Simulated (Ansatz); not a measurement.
## A hypothetical structure for TiVSi2Ge2

Starting from a made-up structure for TiVSi2Ge2, the aim is the relaxed cell, its shortest contacts and, where a second run follows, its electronic structure.

Calculated with Ansatz 0.2.0; DFT, PBEsol, plane-wave PAW, files of the set soft_1, scalar-relativistic, ferromagnetic start, cell and ions relaxed at zero pressure; PAW set soft_1, in the first sound run; inputs show where later runs differ.

### 1. The structure

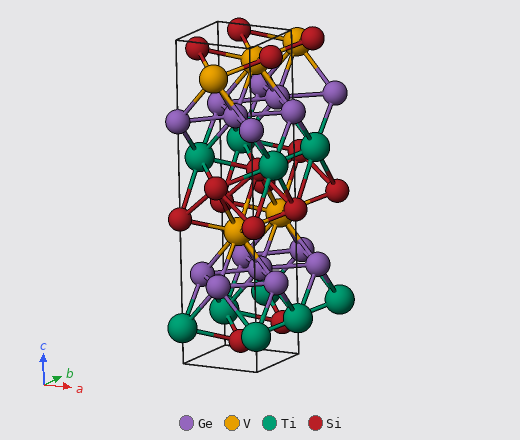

Start, viewed slightly off an axis; germanium purple, vanadium orange, titanium teal, silicon red. 1×2×1 cells are drawn. This picture shows the conventional cell, with its axes. Some periodic images of atoms are drawn too.

### 2. Relaxation of the guess

The guessed cell has no reason to be at equilibrium. It is relaxed with the atoms, within the space group of the guess.

input.yaml

```yaml
crystal:
  lattice:
    - [3.575, 0.0, 0.0]
    - [0.0, 1.7755, 7.0335]
    - [0.0, -1.7755, 7.0335]
  atoms:
    - { symbol: Ge, position: [0.5, 0.7491, 0.7491] }
    - { symbol: Ge, position: [0.0, 0.2523, 0.2523] }
    - { symbol: V, position: [0.5, 0.107, 0.107], spin: 2.0 }
    - { symbol: Ti, position: [0.0, 0.8901, 0.8901], spin: 1.0 }
    - { symbol: Si, position: [0.5, 0.4446, 0.4446] }
    - { symbol: Si, position: [0.0, 0.5542, 0.5542] }
magnetization:
  spin_polarized: true
kpoints:
  mp_grid: { grid: [8, 8, 8] }
scf:
  occupations: { method: fermi_dirac, width: 0.05 }
hamiltonian:
  xc: pbesol
  pseudopotentials: { kind: paw, azcp: { folder: soft_1 }, xc_functional: pbe }
relax:
  f_tol: 0.015
  max_steps: 70
  cell: {}
output:
  forces: true
  stress: true
```

Started as:

```console
$ ansatz run input.yaml --threads 4 --pin off --max-ram 10240MiB --backend cpu --events-out ev --progress --plain --runs-dir out
```

Numbers of over 12 decimals in the logs are rounded to 6 here.

Log:

```text
basis.fft_grid_basis auto: the FFT boxes are laid along the combinations [[1, 0, 0], [0, 1, -1], [0, 0, 1]] of the cell's own vectors, 3.575, 3.551 and 7.254 Å long. The dense box has 24×24×50 points. Along the cell's own vectors, as sized, it would have 24×50×50, 2.08 times as many. Of the 4 symmetry operations that the crystal satisfies within crystal.symmetry.tolerance (time reversal apart; of a slab, those that k [...]
Engine: ansatz 0.2.0, aarch64-unknown-linux-gnu
Pseudopotentials: kind: paw
Pseudopotential: Ge, paw, valence charge 14, recommended cutoff 420 eV (normal), soft_1/Ge.paw.azcp
Pseudopotential: V, paw, valence charge 13, recommended cutoff 420 eV (normal), soft_1/V.paw.azcp
Pseudopotential: Ti, paw, valence charge 12, recommended cutoff 420 eV (normal), soft_1/Ti.paw.azcp
Pseudopotential: Si, paw, valence charge 4, recommended cutoff 420 eV (normal), soft_1/Si.paw.azcp
Functional definition: PBEsol
  exchange = pbesol_x
  correlation = pbesol_c
Crystal: 6 atoms, lattice volume = 89.289 Å³
Basis set: ecut = 420 eV, 1725 PW (Γ), FFT grids on a1, a2−a3, a3, exchange–correlation on 48×48×100 points (8 copies of the dense FFT grid, shifted against one another)
Bands: 39, of which v1, the nominal top of the filled ones, is band 31 counted from 1 (30 counted from 0)
Symmetry: 4 space group operations
Space group: Amm2 (ITA 38), of the structure as read, at distance tolerance 4.5e-5 Å
Magnetic group: BNS 38.187 (UNI 285), of the structure as read, at distance tolerance 4.5e-5 Å
k-points: 105 of 512 (time reversal used)
Non-local potential: Ge, projectors of the file, l = 0: 2, l = 1: 2, l = 2: 3, l = 3: 1
Non-local potential: V, projectors of the file, l = 0: 3, l = 1: 2, l = 2: 3, l = 3: 1
Non-local potential: Ti, projectors of the file, l = 0: 3, l = 1: 2, l = 2: 3, l = 3: 1
Non-local potential: Si, projectors of the file, l = 0: 2, l = 1: 2, l = 2: 1
PAW form: soft (Blöchl's): semilocal exchange-correlation on the pseudo side does not see the compensation charge
PAW frozen core: Ge, regenerated for the run's functional, and the local potential with it (the file was generated under x = pbe(κ = 0.804, μ = 0.219515), c = pbe(β = 0.066725))
PAW frozen core: V, regenerated for the run's functional, and the local potential with it (the file was generated under x = pbe(κ = 0.804, μ = 0.219515), c = pbe(β = 0.066725))
PAW frozen core: Ti, regenerated for the run's functional, and the local potential with it (the file was generated under x = pbe(κ = 0.804, μ = 0.219515), c = pbe(β = 0.066725))
PAW frozen core: Si, regenerated for the run's functional, and the local potential with it (the file was generated under x = pbe(κ = 0.804, μ = 0.219515), c = pbe(β = 0.066725))
PAW one-centre angular grid: Ge, 590 points (default); XC on 64 Gauss nodes
PAW one-centre angular grid: V, 590 points (default); XC on 64 Gauss nodes
PAW one-centre angular grid: Ti, 590 points (default); XC on 64 Gauss nodes
PAW one-centre angular grid: Si, 110 points (default); XC on 64 Gauss nodes
Initial density: superposition of atomic densities (chi_scale 0.1, normalization cell)
Starting moments: Σ|m| = 3 μB on 2 of 6 sites
Initial wavefunctions: pseudopotential atomic-orbital guess
Functional: x = pbesol(κ = 0.804, μ = 0.123457), c = pbesol(β = 0.046)
iter 1 solved again at ethr=2.86e-3 eV; its pass at ethr=3.10e-3 eV (dr2=1.75e0 eV) is discarded
SCF iter   1: F=—  HF=-15110.650589 eV  |F-HF|=—  |Δ(HF+E_count)|=         —  Δρ=4.23e-2 (↑4.23e-2 ↓1.82e-2)  dr2=1.77e0  dr2_m=4.79e-1  M=1.517 μB ∫|m|=1.946 μB  β_m=0.30  ethr=2.86e-3  ⟨swp⟩=1.0  Hψ=43022  notcnv=0
Mixer restart at iter 1: flushing history
preconditioner: auto → Kerker (q_TF=auto, 2.560 Å⁻¹)  [metal: Δε(μ)=0.019 eV  Ē_g=15.617 eV  σ=0.050 eV  W_gap=0.09  n_scr=30 (ndim 8)  ℏωp=26.4 eV  f_vac=0.000  D(μ)=2.71/eV (n_scr^D=18)]
spin=Collinear: Kerker preconditioning applied to the charge; magnetization (m = ρ↑ − ρ↓) channel mixes plain (no charge-response kernel on spin).
SCF iter   2: F=—  HF=-15110.171206 eV  |F-HF|=—  |Δ(HF+E_count)|=   4.79e-1  Δρ=2.50e-2 (↑2.50e-2 ↓1.75e-2)  dr2=5.93e-1  dr2_m=2.38e-1  M=1.456 μB ∫|m|=1.896 μB  β_m=0.50  ethr=2.86e-3  ⟨swp⟩=2.1  Hψ=10991  notcnv=0  defer=1
SCF iter   3: F=—  HF=-15110.789321 eV  |F-HF|=—  |Δ(HF+E_count)|=   6.18e-1  Δρ=1.36e-2 (↑8.18e-3 ↓1.36e-2)  dr2=2.90e-1  dr2_m=6.11e-2  M=1.273 μB ∫|m|=1.658 μB  β_m=0.75  ethr=9.72e-4  ⟨swp⟩=2.1  Hψ=11479  notcnv=0  defer=138
SCF iter   4: F=—  HF=-15111.167218 eV  |F-HF|=—  |Δ(HF+E_count)|=         —  Δρ=1.91e-2 (↑1.91e-2 ↓1.64e-2)  dr2=3.18e-2  dr2_m=2.49e-1  M=0.423 μB ∫|m|=0.670 μB  β_m=0.75  ethr=4.75e-4  ⟨swp⟩=2.9  Hψ=13648  notcnv=0  defer=220
Mixer restart at iter 4: flushing history
SCF iter   5: F=—  HF=-15111.180424 eV  |F-HF|=—  |Δ(HF+E_count)|=   1.32e-2  Δρ=1.08e-2 (↑1.08e-2 ↓9.71e-3)  dr2=5.30e-3  dr2_m=8.46e-2  M=0.238 μB ∫|m|=0.398 μB  β_m=0.88  ethr=5.21e-5  ⟨swp⟩=2.2  Hψ=17044  notcnv=0  defer=237
SCF iter   6: F=—  HF=-15111.179765 eV  |F-HF|=—  |Δ(HF+E_count)|=   6.60e-4  Δρ=2.14e-3 (↑2.14e-3 ↓1.78e-3)  dr2=4.96e-3  dr2_m=1.94e-3  M=0.034 μB ∫|m|=0.067 μB  β_m=0.80  ethr=8.68e-6  ⟨swp⟩=2.4  Hψ=16433  notcnv=0  defer=220
SCF iter   7: F=—  HF=-15111.177819 eV  |F-HF|=—  |Δ(HF+E_count)|=   1.95e-3  Δρ=6.92e-4 (↑5.29e-4 ↓6.92e-4)  dr2=7.75e-4  dr2_m=8.28e-5  M=0.006 μB ∫|m|=0.019 μB  β_m=0.86  ethr=8.12e-6  ⟨swp⟩=2.0  Hψ=16154  notcnv=0  defer=207
SCF iter   8: F=—  HF=-15111.178560 eV  |F-HF|=—  |Δ(HF+E_count)|=   7.41e-4  Δρ=2.50e-4 (↑2.50e-4 ↓2.13e-4)  dr2=9.22e-5  dr2_m=2.28e-5  M=0.004 μB ∫|m|=0.009 μB  β_m=0.88  ethr=1.27e-6  ⟨swp⟩=2.0  Hψ=15191  notcnv=0  defer=205
SCF iter   9: F=—  HF=-15111.178595 eV  |F-HF|=—  |Δ(HF+E_count)|=   3.53e-5  Δρ=1.61e-4 (↑8.12e-5 ↓1.61e-4)  dr2=8.07e-5  dr2_m=2.53e-6  M=0.001 μB ∫|m|=0.003 μB  β_m=0.86  ethr=1.51e-7  ⟨swp⟩=2.0  Hψ=14555  notcnv=0  defer=205
SCF iter  10: F=—  HF=-15111.178584 eV  |F-HF|=—  |Δ(HF+E_count)|=   1.15e-5  Δρ=3.68e-5 (↑2.76e-5 ↓3.68e-5)  dr2=2.13e-6  dr2_m=3.06e-7  M=-0.000 μB ∫|m|=0.001 μB  β_m=0.93  ethr=1.32e-7  ⟨swp⟩=2.7  Hψ=14507  notcnv=0  defer=205
SCF iter  11: F=—  HF=-15111.178586 eV  |F-HF|=—  |Δ(HF+E_count)|=   2.29e-6  Δρ=1.50e-5 (↑1.50e-5 ↓6.72e-6)  dr2=5.02e-7  dr2_m=3.82e-8  M=0.000 μB ∫|m|=0.000 μB  β_m=0.82  ethr=3.50e-9  ⟨swp⟩=2.0  Hψ=14382  notcnv=0  defer=202
SCF iter  12: F=—  HF=-15111.178586 eV  |F-HF|=—  |Δ(HF+E_count)|=   2.06e-7  Δρ=1.18e-5 (↑1.18e-5 ↓6.51e-6)  dr2=5.21e-7  dr2_m=7.11e-9  M=0.000 μB ∫|m|=0.000 μB  β_m=0.91  ethr=8.23e-10  ⟨swp⟩=2.0  Hψ=13516  notcnv=0  defer=202
[...]
relax step   5: F+E_penalty+E_count = -15111.43050614 eV  Δ(F+E_penalty+E_count) = -8.429e-5 eV  max|allowed force component| = 7.058e-3 eV/Å  Δτ_max = 0.0021 Å  P = -0.011 GPa  Ω = 85.868 Å³  energy of the carried Pulay correction = +1.121e-3 eV  (10 SCF iters, dr2 threshold 2.16e-8 eV, accepted)
Basis set: ecut = 420 eV, 1671 PW (Γ), FFT grids on a1, a2−a3, a3, exchange–correlation on 50×48×96 points (8 copies of the dense FFT grid, shifted against one another)
Initial wavefunctions: pseudopotential atomic-orbital guess (no wavefunctions were taken with the density)
iter 1 solved again at ethr=7.67e-7 eV; its pass at ethr=3.10e-3 eV (dr2=4.68e-4 eV) is discarded
SCF iter   1: F=—  HF=-15111.429640 eV  |F-HF|=—  |Δ(HF+E_count)|=         —  Δρ=8.44e-5 (↑8.44e-5 ↓8.44e-5)  dr2=2.76e-6  dr2_m=2.90e-12  M=0.000 μB ∫|m|=0.000 μB  β_m=0.65  ethr=7.67e-7  ⟨swp⟩=3.0  Hψ=53579  notcnv=0
preconditioner: auto → Kerker (q_TF=auto, 2.393 Å⁻¹)  [metal: Δε(μ)=0.003 eV  Ē_g=15.663 eV  σ=0.050 eV  W_gap=0.01  n_scr=18 (ndim 8)  ℏωp=26.9 eV  f_vac=0.000  D(μ)=3.44/eV (n_scr^D=30)]
spin=Collinear: Kerker preconditioning applied to the charge; magnetization (m = ρ↑ − ρ↓) channel mixes plain (no charge-response kernel on spin).
SCF iter   2: F=—  HF=-15111.429649 eV  |F-HF|=—  |Δ(HF+E_count)|=   8.31e-6  Δρ=3.04e-5 (↑3.04e-5 ↓3.04e-5)  dr2=2.69e-7  dr2_m=1.63e-12  M=0.000 μB ∫|m|=0.000 μB  β_m=0.55  ethr=4.52e-9  ⟨swp⟩=2.0  Hψ=13578  notcnv=0
SCF iter   3: F=—  HF=-15111.429650 eV  |F-HF|=—  |Δ(HF+E_count)|=   1.50e-6  Δρ=9.91e-6 (↑9.90e-6 ↓9.91e-6)  dr2=4.45e-8  dr2_m=7.15e-13  M=0.000 μB ∫|m|=0.000 μB  β_m=0.60  ethr=4.41e-10  ⟨swp⟩=2.0  Hψ=14189  notcnv=0
SCF iter   4: F=—  HF=-15111.429651 eV  |F-HF|=—  |Δ(HF+E_count)|=   5.22e-7  Δρ=5.09e-6 (↑5.07e-6 ↓5.09e-6)  dr2=7.41e-8  dr2_m=3.99e-13  M=0.000 μB ∫|m|=0.000 μB  β_m=0.80  ethr=7.30e-11  ⟨swp⟩=2.0  Hψ=14249  notcnv=0
SCF iter   5: F=—  HF=-15111.429651 eV  |F-HF|=—  |Δ(HF+E_count)|=   4.37e-7  Δρ=3.09e-6 (↑3.08e-6 ↓3.09e-6)  dr2=6.01e-8  dr2_m=8.87e-14  M=0.000 μB ∫|m|=0.000 μB  β_m=0.90  ethr=7.30e-11  ⟨swp⟩=2.0  Hψ=14770  notcnv=0
SCF iter   6: F=—  HF=-15111.429651 eV  |F-HF|=—  |Δ(HF+E_count)|=   7.73e-8  Δρ=1.23e-6 (↑1.23e-6 ↓1.23e-6)  dr2=9.86e-9  dr2_m=2.87e-14  M=0.000 μB ∫|m|=0.000 μB  β_m=0.86  ethr=7.30e-11  ⟨swp⟩=2.3  Hψ=14952  notcnv=0
SCF iter   7: F=—  HF=-15111.429651 eV  |F-HF|=—  |Δ(HF+E_count)|=   1.01e-8  Δρ=1.04e-6 (↑1.03e-6 ↓1.04e-6)  dr2=6.60e-9  dr2_m=3.18e-14  M=0.000 μB ∫|m|=0.000 μB  β_m=0.93  ethr=1.62e-11  ⟨swp⟩=2.3  Hψ=14950  notcnv=0
SCF iter   8: F=—  HF=-15111.429651 eV  |F-HF|=—  |Δ(HF+E_count)|=   1.08e-8  Δρ=3.60e-7 (↑3.57e-7 ↓3.60e-7)  dr2=8.02e-10  dr2_m=5.09e-15  M=0.000 μB ∫|m|=0.000 μB  β_m=0.96  ethr=1.08e-11  ⟨swp⟩=2.0  Hψ=14456  notcnv=0
SCF iter   9: F=—  HF=-15111.429645 eV  |F-HF|=—  |Δ(HF+E_count)|=   5.70e-6  Δρ=2.18e-7 (↑2.17e-7 ↓2.18e-7)  dr2=2.07e-10  dr2_m=5.53e-16  M=0.000 μB ∫|m|=0.000 μB  β_m=0.98  ethr=1.32e-12  ⟨swp⟩=2.0  Hψ=14882  notcnv=0
SCF iter  10: F=—  HF=-15111.429645 eV  |F-HF|=—  |Δ(HF+E_count)|=  2.69e-10  Δρ=8.84e-8 (↑8.84e-8 ↓8.82e-8)  dr2=5.70e-11  dr2_m=5.16e-16  M=0.000 μB ∫|m|=0.000 μB  β_m=0.99  ethr=1.00e-12  ⟨swp⟩=2.0  Hψ=9552  notcnv=0
SCF iter  11: F=-15111.429645 eV  HF=-15111.429645 eV  |F-HF|=5.46e-12  |Δ(HF+E_count)|=  5.46e-11  Δρ=3.76e-8 (↑3.76e-8 ↓3.71e-8)  dr2=1.08e-11  dr2_m=8.57e-17  M=0.000 μB ∫|m|=0.000 μB  ethr=1.00e-12  ⟨swp⟩=2.9  Hψ=24724  notcnv=0
the starting moments were not kept: the SCF closed with an absolute magnetisation of 3.8e-8 μB, where they sum to 3 μB in size (2 sites). That is at most 0.1 of that sum. Measured as dr2_m measures the in/out step, that magnetisation stands 7.4e-16 eV from none, at or under the dr2_threshold of 6.0e-11 eV: it is no larger than a step whose dr2_m would equal this threshold.
SCF 6 converged in 11 iterations: F = -15111.429645 eV  dr2 = 1.08e-11
relax step   6: F+E_penalty+E_count = -15111.42964548 eV  Δ(F+E_penalty+E_count) = +8.607e-4 eV  max|allowed force component| = 7.246e-3 eV/Å  Δτ_max = 0.0000 Å  P = -0.007 GPa  Ω = 85.868 Å³  stress off target by 2.83e-2 GPa  SCF on the basis re-selected at this cell (its energy is not comparable with the rows above)  (11 SCF iters)
basis re-selected at this cell: Δ(F+E_penalty+E_count) = +8.607e-4 eV, ΔP = +0.004 GPa vs the last step (what re-selecting the basis moved, of the pressure what is left beyond the Pulay correction that the steps carried, after the strain that the cell walked since its last selection, with what the two solves' SCF thresholds leave and, on support functions, any second-order correction that the steps lacked; it is no measure of the basis error at this ecutwfc). The dense FFT grid was sized anew with the basis: this SCF ran on 25×24×48 points, the steps before it on 24×24×50, so part of this shift can come from that change (see relax.cell in the input reference). [rest of the remark cut]
SCF converged after 11 iterations
Magnetization: 0.0000 μB (30.5000 up, 30.5000 down)
Absolute magnetization: 0.0000 μB (∫|ρ↑−ρ↓|, with the PAW one-centre terms)
Spin contamination: 0.0000 ħ² per cell (⟨S²⟩ above its minimum at these occupations)
Per-site moments (μB) at R_I (Å): [(-2.345550240080806e-10, 1.047029), (-3.6151370973224795e-10, 1.047029), (2.8785974858489755e-8, 1.068806), (-2.695324965594959e-10, 1.076596), (-2.0766347822997918e-10, 0.982444), (-8.440566431160774e-10, 0.982444)]
Free energy (F): -15111.429645 eV
Harris-Foulkes:  -15111.429645 eV  (|F-HF|=5.46e-12)
Internal energy: -15111.401379 eV  (E = F + TS)
E sigma→0 (E₀):  -15111.415512 eV
Entropy (-TS):   -0.028266 eV (-4.711 meV/atom)
Fermi energy:    14.431564 eV
--- Per-component energies (eV) ---
  E_band       = -418.920214
  E_kinetic    = 855.337275
  E_local      = -6618.605158  (includes V_loc(G=0)·N_el)
  E_nonlocal   = 632.474124
  E_hartree    = 3106.043963
  E_xc         = -490.333651
  E_vxc        = -525.032648  (∫ρ·V_xc dr)
  E_paw        = -7058.609810  (= ΣΔE_a)
  E_vpaw       = -975.182888  (= ΣTr[D̂ρ^β])
  E_aug_tail   = 0.001093  (compensation charges beyond the density's cutoff)
  E_ewald      = -5539.897275
  E_core_change = 2.188061  (= ΣΔE_core)
  E_smearing   = -0.028266  (= −TS)
  E_closure    = -0.000000  (closes the sum)
  Σ components = -15111.429645   (vs F -15111.429645, Δ=0.00e0)
--- Forces (eV/Å), atoms counted from 1 ---
  atom   1  Ge     0.00000000     0.00000000     0.00724587
  atom   2  Ge     0.00000000     0.00000000    -0.00634645
  atom   3  V      0.00000000     0.00000000    -0.00173134
  atom   4  Ti    -0.00000000     0.00000000    -0.00011596
  atom   5  Si    -0.00000000     0.00000000    -0.00246495
  atom   6  Si     0.00000000     0.00000000     0.00341267
  max |Σ_I F_I| component: 1.69e-7 eV/Å
--- Stress (GPa, compression-positive) ---
       -0.028313      -0.000000      -0.000000
       -0.000000       0.007974       0.000000
       -0.000000       0.000000      -0.001205
  P = ⅓ Tr σ = -0.0072 GPa (-0.072 kbar)
--- Relaxed structure (5 steps of the walk, 5 accepted, 1 SCFs on fresh bases) ---
  F+E_penalty+E_count = -15111.42964548 eV   max|allowed force component| = 7.246e-3 eV/Å   (the final SCF, on the basis selected at the relaxed cell)
  cell:  # Å, volume = 85.8685 Å³
    - [3.642385, 8.368802207603658e-19, 6.599425196416445e-18]
    - [1.3399423203064353e-17, 1.768013, 6.667030]
    - [1.2568161199170632e-17, -1.768013, 6.667030]
  atoms:
    - { symbol: Ge, position: [0.5, 0.747156, 0.747156] }
    - { symbol: Ge, position: [1.3013684971481999e-18, 0.246342, 0.246342] }
    - { symbol: V, position: [0.5, 0.099170, 0.099170] }
    - { symbol: Ti, position: [-2.0459019444727794e-18, 0.899467, 0.899467] }
    - { symbol: Si, position: [0.5, 0.445030, 0.445030] }
    - { symbol: Si, position: [-1.2964684093859737e-18, 0.560135, 0.560135] }
```

The job ended after 2.8 min (4 threads of Arm Neoverse V1, shared host; peak memory 0.81 GiB).

Step by step:

| step | energy less that of the first step (eV) | largest force component (eV/Å) | pressure (GPa) | volume (Å³) |
| --- | --- | --- | --- | --- |
| 1 | 0.0000 | 1.1993 | -2.88 | 89.29 |
| 2 | -0.2424 | 0.1973 | 1.33 | 85.23 |
| 3 | -0.2512 | 0.0544 | 0.47 | 85.58 |
| 4 | -0.2518 | 0.0186 | -0.05 | 85.90 |
| 5 | -0.2519 | 0.0071 | -0.01 | 85.87 |
| 6* | -0.2511 | 0.0072 | -0.01 | 85.87 |

Relaxation steps marked * repeat the geometry before them on a plane-wave basis chosen anew for their cell, so energy and pressure can jump there.

The run keeps the 4 symmetry operations that it works with, so distortions that break them were not tested.

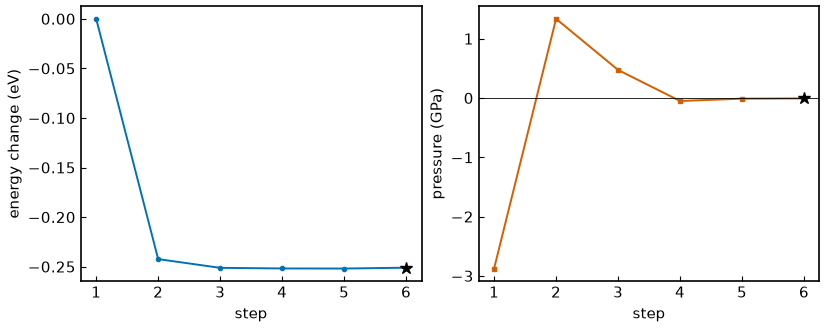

Energy and pressure along the relaxation. Stars mark steps on a basis chosen anew.

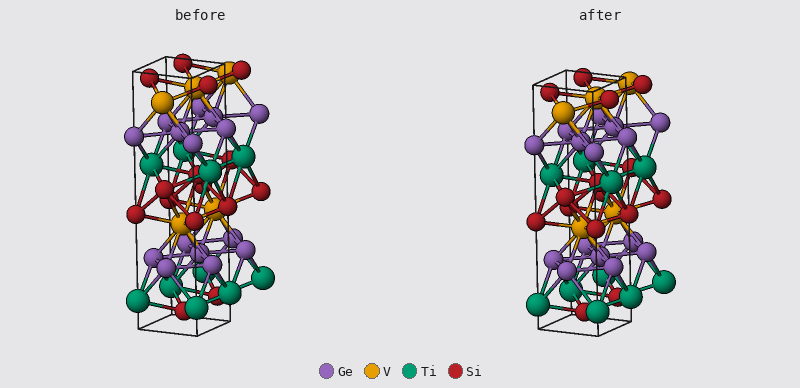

Before and after, at one scale.

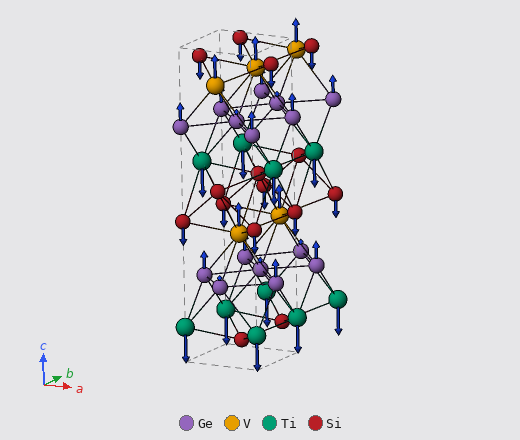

Displacements in the relaxation, exaggerated, measured against the changing cell; the longest in the cell stands for 0.12 Å. 1×2×1 conventional cells are drawn. Some periodic images of atoms are drawn too.

```csv
"conventional cell, symmetrised",before,after,change
a (Å),3.575,3.642,+1.9 %
b (Å),3.551,3.536,-0.4 %
c (Å),14.067,13.334,-5.2 %
volume (Å³/atom),14.88,14.31,-3.8 %
```

The atoms that moved most (Å, as changes of fractional coordinates times the final cell):

| atom | dx | dy | dz | length |
| --- | --- | --- | --- | --- |
| Ti4 | 0.000 | 0.000 | 0.125 | 0.125 |
| V3 | 0.000 | 0.000 | -0.104 | 0.104 |
| Ge2 | 0.000 | 0.000 | -0.079 | 0.079 |
| Si6 | 0.000 | 0.000 | 0.079 | 0.079 |
| Ge1 | 0.000 | 0.000 | -0.026 | 0.026 |
| Si5 | 0.000 | 0.000 | 0.006 | 0.006 |

Numbers from this step:

- free energy: -15111.4296 eV
- energy at zero smearing: -15111.4155 eV
- smearing term TS: 0.02827 eV
- Fermi energy: 14.43 eV
- electrons: 61
- symmetry operations: 4
- pressure: -0.007181 GPa

Shortest distances by pair of elements, guess and relaxed (not always the same contact):

```
 pair  guess (Å)  relaxed (Å)
Si–Si      2.361        2.382
Ge–Ge      2.520        2.538
 Si–V      2.627        2.591
Si–Ti      2.633        2.610
 Ge–V      2.674        2.649
```

The relaxation ends with a largest force component of 0.0072 eV/Å and a pressure of -0.01 GPa. No moment survives the cycle: this start ends non-magnetic.

(Part 1 of 2 ends here.)

[Logs are printed without paths, hosts, clocks, repeated set-up lines and the standing remarks that a program may print on its own settings, such as how far it seeks lower states.]

[Hosts, paths, dates, database ids (printed as entryN), source tags and the programs' standing remarks are cut or masked in the printed files.]
